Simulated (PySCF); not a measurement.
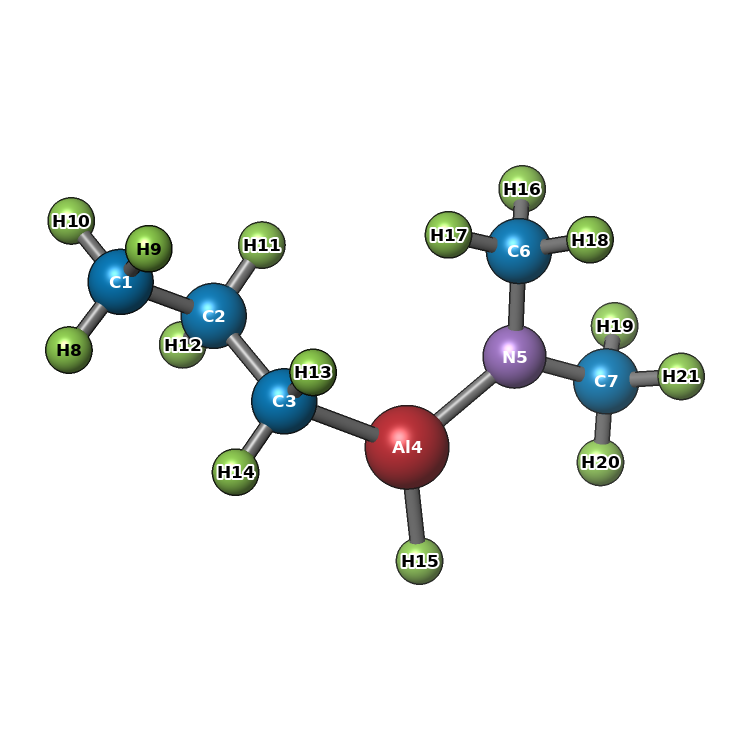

Computed geometry: PBE0-D3(BJ)/def2-SVP optimisation. No frequency run is at hand to confirm it as a minimum. Method: delta-SCF UKS SCAN, pcX-2 on the ionised atom, pcseg-1 elsewhere, spin-free X2C (PySCF 2.14.0).

Give the core-electron binding energies (to vacuum; p and d levels without spin–orbit splitting) of C1 1s, C2 1s, C3 1s, Al4 1s, Al4 2p, N5 1s, C6 1s.

| atom | level | binding energy (eV) |
| --- | --- | --- |
| C1 | 1s | 290.3 |
| C2 | 1s | 290.4 |
| C3 | 1s | 289.4 |
| Al4 | 1s | 1565.8 |
| Al4 | 2p | 79.4 |
| N5 | 1s | 403.7 |
| C6 | 1s | 291.2 |
